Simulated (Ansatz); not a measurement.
**Run report: BNH₃Cl, geometry relaxation**

BNH₃Cl, computed with RKS B3LYP-D4/def2-SVP (Ansatz 0.2.0).

It belongs to a series of runs on one base structure; here: end point A relaxed. Figures and captions count atoms from 1; the log counts them from 0 in places.

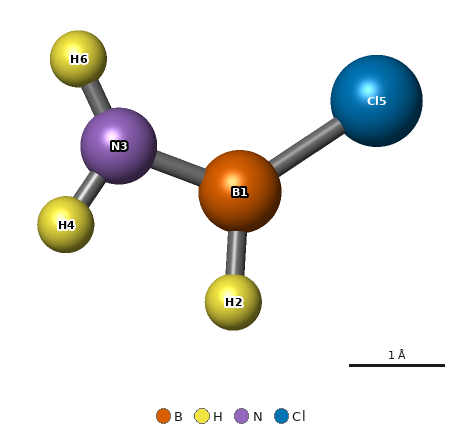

The input geometry (ball-and-stick view, seen at a tilt; atoms are numbered from 1 in the order of the input).

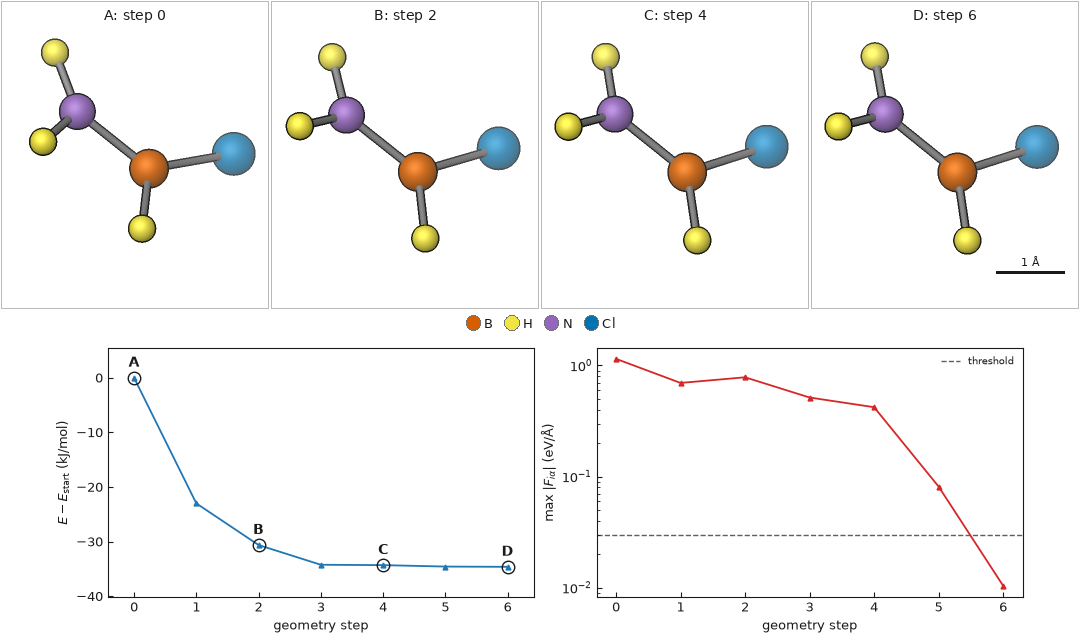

Frames of the relaxation (ball-and-stick view, seen at a tilt) above the curves, on which the letters mark them (the first geometry is step 0 here and step 1 in the log).

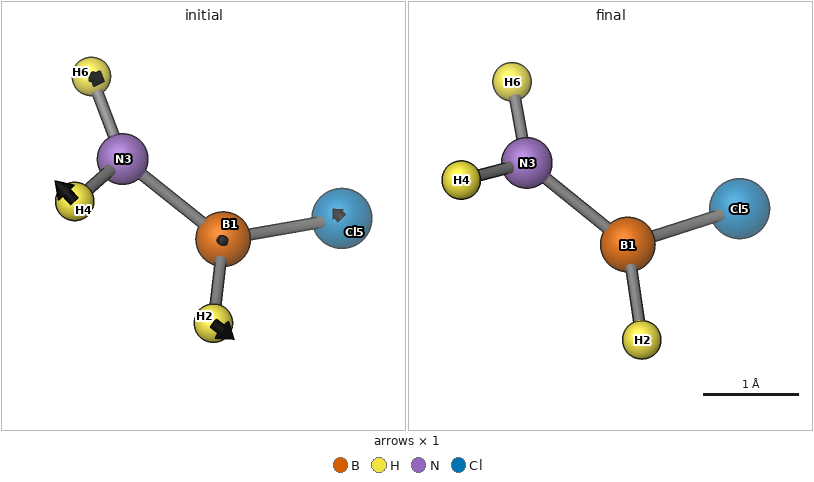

Before (left) and after (right) the relaxation, at one scale (ball-and-stick view, seen at a tilt). The black arrows give the displacements, at true length. The energy falls by 34.6 kJ/mol in 6 geometry steps. Largest force component: 1.1 eV/Å at the start, 0.01 eV/Å at the end. The atom that moves furthest after the best rigid fit is H4 (0.31 Å). By element the largest moves are H 0.31 Å, Cl 0.14 Å, B 0.09 Å, N 0.07 Å. Among the contacts that change: B1–H2 1.171 → 1.202 Å, B1–Cl5 1.765 → 1.781 Å, B1–N3 1.376 → 1.388 Å. Among the angles that change: B1–N3–H4 104.5° → 122.2°, H2–B1–N3 106.1° → 121.2°, B1–N3–H6 134.8° → 123.3°. (Atoms are counted from 1 in the order of the input.)

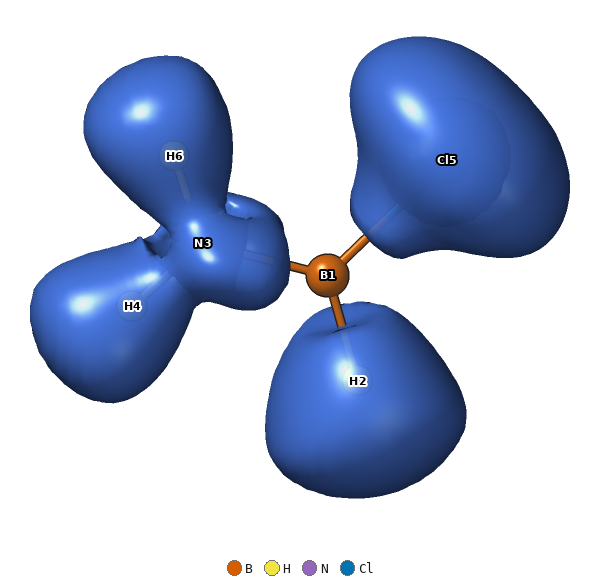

Isosurface of the ELF at 0.75 (blue), seen at a tilt. Only the valence region is drawn (cores and ρ < 0.01 e/Å³ removed). B–Cl (1.78 Å): the ELF peaks at about 0.90 between the atoms, which marks a polar covalent bond.

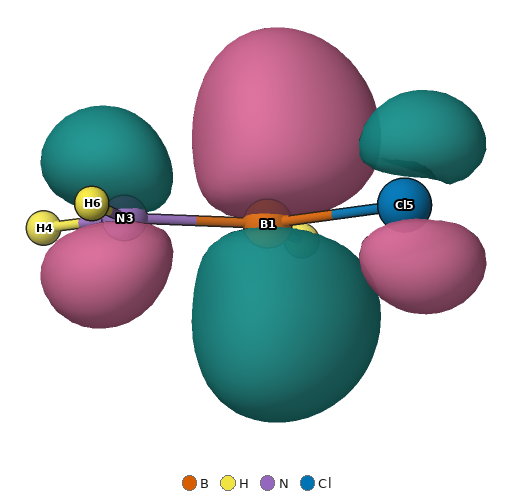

One frontier orbital at ±0.15 Å⁻³ᐟ² (teal and pink are the two phases), seen from the side. The LUMO, at 0.38 eV.

These pictures come from the run below.

### Input
```yaml
crystal:
  periodic: [false, false, false]
  atoms:
    - { symbol: B, position_ang: [-0.590345, 0.139452, -0.127419] }
    - { symbol: H, position_ang: [-0.590966, 0.657184, -1.177753] }
    - { symbol: "N", position_ang: [0.724415, -0.159366, 0.149063] }
    - { symbol: H, position_ang: [1.234358, 0.169726, -0.661786] }
    - { symbol: Cl, position_ang: [-1.984011, -0.198547, 0.901164] }
    - { symbol: H, position_ang: [1.206648, -0.608449, 0.916832] }
basis:
  gaussian: { orbitals: def2-SVP }
hamiltonian:
  xc: b3lyp
  dispersion: d4
relax:
  f_tol: 0.03
  max_steps: 50
output:
  orbitals: {}
```

Launch command:
```bash
ansatz run input.yaml --threads 1 --pin off --max-ram 2048MiB --backend cpu --events-out ev --progress --plain --runs-dir out
```

### What the program printed
```
The last accepted step is kept in [file] (removed where the run ends without a failure and the disk answers)
Engine: ansatz 0.2.0, aarch64-unknown-linux-gnu
Functional definition: B3LYP
  parameter a0 = 0.2
  parameter ax = 0.72
  parameter ac = 0.81
  exchange = (1 - a0 - ax)*slater_x + ax*b88_x + a0*exact_x
  correlation = (1 - ac)*vwn_rpa_c + ac*lyp_c
656 factors; integrals over basis functions are off by at most 3.4e-4 eV
mean field evaluation 1: about -14729.4452 eV, gradient 5.1e1 eV
mean field evaluation 2: about -14721.0966 eV, gradient 7.7e1 eV
mean field evaluation 4: about -14734.7921 eV, gradient 2.5e0 eV
mean field evaluation 8: about -14734.8104 eV, gradient 2.1e-2 eV
mean field -14734.81037679 eV, -541.4942937340 hartree, gradient 1.8e-5 eV, S^2 0.000000; 0 other end points of the search recorded, 0 dependent functions left out
the calculation of the forces begins
reference -14734.81057621 eV, -541.4943010623 hartree; 16, 16 occupied and 45, 45 virtual orbitals, 656 factors
relax step   1: F+E_penalty+E_count = -14734.94543358 eV  Δ(F+E_penalty+E_count) = +0.000e0 eV  max|allowed force component| = 1.147e0 eV/Å  Δτ_max = 0.0000 Å  (22 SCF iters, accepted)
these checks for a lower state are left out or cut short: starts, cluster_reference, orbital_swaps, neighbouring_geometries, increment
656 factors; integrals over basis functions are off by at most 3.7e-4 eV
mean field evaluation 16: about -14735.0485 eV, gradient 5.5e-2 eV
mean field -14735.04852948 eV, -541.5030456838 hartree, gradient 7.3e-5 eV, S^2 0.000000; 0 other end points of the search recorded, 0 dependent functions left out
the calculation of the forces begins
reference -14735.04872925 eV, -541.5030530251 hartree; 16, 16 occupied and 45, 45 virtual orbitals, 656 factors
relax step   2: F+E_penalty+E_count = -14735.18382039 eV  Δ(F+E_penalty+E_count) = -2.384e-1 eV  max|allowed force component| = 6.960e-1 eV/Å  Δτ_max = 0.1517 Å  (23 SCF iters, accepted)
these checks for a lower state are left out or cut short: starts, cluster_reference, orbital_swaps, neighbouring_geometries, increment
656 factors; integrals over basis functions are off by at most 3.4e-4 eV
mean field -14735.12699565 eV, -541.5059292622 hartree, gradient 1.4e-5 eV, S^2 0.000000; 0 other end points of the search recorded, 0 dependent functions left out
the calculation of the forces begins
reference -14735.12719446 eV, -541.5059365685 hartree; 16, 16 occupied and 45, 45 virtual orbitals, 656 factors
relax step   3: F+E_penalty+E_count = -14735.26287402 eV  Δ(F+E_penalty+E_count) = -7.905e-2 eV  max|allowed force component| = 7.824e-1 eV/Å  Δτ_max = 0.1846 Å  (25 SCF iters, accepted)
these checks for a lower state are left out or cut short: starts, cluster_reference, orbital_swaps, neighbouring_geometries, increment
656 factors; integrals over basis functions are off by at most 3.6e-4 eV
mean field -14735.16441064 eV, -541.5073042377 hartree, gradient 8.8e-5 eV, S^2 0.000000; 0 other end points of the search recorded, 0 dependent functions left out
the calculation of the forces begins
reference -14735.16461050 eV, -541.5073115826 hartree; 16, 16 occupied and 45, 45 virtual orbitals, 656 factors
relax step   4: F+E_penalty+E_count = -14735.30030944 eV  Δ(F+E_penalty+E_count) = -3.744e-2 eV  max|allowed force component| = 5.146e-1 eV/Å  Δτ_max = 0.0442 Å  (23 SCF iters, accepted)
these checks for a lower state are left out or cut short: starts, cluster_reference, orbital_swaps, neighbouring_geometries, increment
656 factors; integrals over basis functions are off by at most 3.7e-4 eV
mean field evaluation 32: about -14735.1567 eV, gradient 1.6e0 eV
mean field -14735.16486877 eV, -541.5073210738 hartree, gradient 8.8e-5 eV, S^2 0.000000; 0 other end points of the search recorded, 0 dependent functions left out
the calculation of the forces begins
reference -14735.16506742 eV, -541.5073283739 hartree; 16, 16 occupied and 45, 45 virtual orbitals, 656 factors
relax step   5: F+E_penalty+E_count = -14735.30100689 eV  Δ(F+E_penalty+E_count) = -6.974e-4 eV  max|allowed force component| = 4.209e-1 eV/Å  Δτ_max = 0.0347 Å  (23 SCF iters, accepted)
these checks for a lower state are left out or cut short: starts, cluster_reference, orbital_swaps, neighbouring_geometries, increment
656 factors; integrals over basis functions are off by at most 3.7e-4 eV
mean field -14735.16768976 eV, -541.5074247432 hartree, gradient 8.9e-5 eV, S^2 0.000000; 0 other end points of the search recorded, 0 dependent functions left out
the calculation of the forces begins
reference -14735.16788902 eV, -541.5074320660 hartree; 16, 16 occupied and 45, 45 virtual orbitals, 656 factors
relax step   6: F+E_penalty+E_count = -14735.30374630 eV  Δ(F+E_penalty+E_count) = -2.739e-3 eV  max|allowed force component| = 8.121e-2 eV/Å  Δτ_max = 0.0150 Å  (23 SCF iters, accepted)
these checks for a lower state are left out or cut short: starts, cluster_reference, orbital_swaps, neighbouring_geometries, increment
656 factors; integrals over basis functions are off by at most 3.7e-4 eV
mean field -14735.16822958 eV, -541.5074445813 hartree, gradient 2.2e-5 eV, S^2 0.000000; 0 other end points of the search recorded, 0 dependent functions left out
the calculation of the forces begins
reference -14735.16842885 eV, -541.5074519042 hartree; 16, 16 occupied and 45, 45 virtual orbitals, 656 factors
relax step   7: F+E_penalty+E_count = -14735.30423379 eV  Δ(F+E_penalty+E_count) = -4.875e-4 eV  max|allowed force component| = 1.040e-2 eV/Å  Δτ_max = 0.0079 Å  (22 SCF iters, accepted)
656 factors; integrals over basis functions are off by at most 3.7e-4 eV
mean field -14735.16822958 eV, -541.5074445813 hartree, gradient 2.2e-5 eV, S^2 0.000000; 1 other end points of the search recorded, 0 dependent functions left out
the calculation of the forces begins
reference -14735.16842885 eV, -541.5074519042 hartree; 16, 16 occupied and 45, 45 virtual orbitals, 656 factors
Total energy: -14735.30443305 eV, -541.5124499667 hartree
Atom 0 at    -0.570283     0.173413    -0.205477 Å, force    -0.010397     0.003330    -0.001806 eV/Å
Atom 1 at    -0.867819     0.720452    -1.233954 Å, force     0.003327    -0.002486     0.003711 eV/Å
Atom 2 at     0.750300    -0.137832     0.087613 Å, force     0.000930     0.001345    -0.003260 eV/Å
Atom 3 at     1.510200     0.080716    -0.545788 Å, force    -0.002342    -0.000931     0.001567 eV/Å
Atom 4 at    -1.859197    -0.238306     0.953297 Å, force     0.008457     0.000107    -0.003441 eV/Å
Atom 5 at     1.036898    -0.598443     0.944409 Å, force     0.000025    -0.001364     0.003230 eV/Å
Dipole moment:     0.575868    -0.050632    -0.043972 e Å
```

### Trajectory as extended XYZ (Å, eV, eV/Å), 7 frames, from step=1 to step=7
```
6
Properties=species:S:1:pos:R:3:forces:R:3 step=1 energy=-14734.94543
B    -0.5903    0.1395   -0.1274   -0.0280  -0.2605   0.5270
H    -0.5910    0.6572   -1.1778   -1.1469   0.5593  -0.8327
N     0.7244   -0.1594    0.1491    0.1660   0.0326  -0.1386
H     1.2344    0.1697   -0.6618    1.0463  -0.3545   0.4626
Cl   -1.9840   -0.1985    0.9012   -0.0215   0.0093  -0.0073
H     1.2066   -0.6084    0.9168   -0.0159   0.0138  -0.0111
6
Properties=species:S:1:pos:R:3:forces:R:3 step=2 energy=-14735.18382
B    -0.5822    0.1476   -0.1571    0.3054  -0.0408   0.0799
H    -0.7310    0.6979   -1.2197   -0.3624  -0.0014   0.0629
N     0.7410   -0.1658    0.1435   -0.2385   0.3677  -0.6960
H     1.3422    0.1393   -0.6195    0.5123  -0.3065   0.4858
Cl   -1.9439   -0.2053    0.9107   -0.0892  -0.0437   0.0905
H     1.1740   -0.6137    0.9423   -0.1277   0.0247  -0.0231
6
Properties=species:S:1:pos:R:3:forces:R:3 step=3 energy=-14735.26287
B    -0.5776    0.1672   -0.1903   -0.6010   0.1144  -0.0927
H    -0.8313    0.7068   -1.2169   -0.2427   0.1881  -0.3098
N     0.7273   -0.1349    0.0847    0.7824  -0.2270   0.2723
H     1.4907    0.0766   -0.5295    0.2024   0.2607  -0.5837
Cl   -1.8864   -0.2297    0.9439   -0.0013  -0.0274   0.0565
H     1.0775   -0.5860    0.9082   -0.1398  -0.3087   0.6574
6
Properties=species:S:1:pos:R:3:forces:R:3 step=4 energy=-14735.30031
B    -0.5753    0.1774   -0.2008   -0.0340  -0.0654   0.0200
H    -0.8596    0.7169   -1.2316   -0.0586   0.0684  -0.0782
N     0.7425   -0.1359    0.0893    0.5146  -0.1344   0.1626
H     1.5059    0.0792   -0.5487   -0.1972  -0.0085   0.0812
Cl   -1.8684   -0.2377    0.9482   -0.0202   0.0068   0.0280
H     1.0550   -0.5999    0.9436   -0.2045   0.1330  -0.2137
6
Properties=species:S:1:pos:R:3:forces:R:3 step=5 energy=-14735.30101
B    -0.5673    0.1721   -0.2031    0.0894   0.0438  -0.1151
H    -0.8667    0.7189   -1.2315   -0.0001  -0.0024   0.0065
N     0.7561   -0.1377    0.0859   -0.4209   0.1131  -0.1193
H     1.5096    0.0819   -0.5483    0.1682   0.0060  -0.0554
Cl   -1.8521   -0.2394    0.9536   -0.0437  -0.0230   0.0584
H     1.0205   -0.5957    0.9435    0.2070  -0.1374   0.2249
6
Properties=species:S:1:pos:R:3:forces:R:3 step=6 energy=-14735.30375
B    -0.5718    0.1669   -0.2097    0.0352   0.0812   0.0367
H    -0.8678    0.7224   -1.2337   -0.0059  -0.0290  -0.0174
N     0.7497   -0.1378    0.0872    0.0054  -0.0380   0.0090
H     1.5107    0.0834   -0.5440   -0.0009  -0.0049  -0.0009
Cl   -1.8559   -0.2356    0.9554   -0.0266  -0.0270   0.0009
H     1.0351   -0.5993    0.9449   -0.0072   0.0177  -0.0283
6
Properties=species:S:1:pos:R:3:forces:R:3 step=7 energy=-14735.30423
B    -0.5703    0.1734   -0.2055   -0.0104   0.0033  -0.0018
H    -0.8678    0.7205   -1.2340    0.0033  -0.0025   0.0037
N     0.7503   -0.1378    0.0876    0.0009   0.0013  -0.0033
H     1.5102    0.0807   -0.5458   -0.0023  -0.0009   0.0016
Cl   -1.8592   -0.2383    0.9533    0.0085   0.0001  -0.0034
H     1.0369   -0.5984    0.9444    0.0000  -0.0014   0.0032
```

### Key numbers

```csv
quantity,value
outcome,converged
total energy,−14735.3044 eV
mean-field energy,−14735.1684 eV
largest force (length of the vector) at the end,0.011 eV/Å
hardware,"1 thread of Arm Neoverse V1, 24 GiB of memory available, shared host"
wall time,12 s
peak memory,0.12 GiB
```
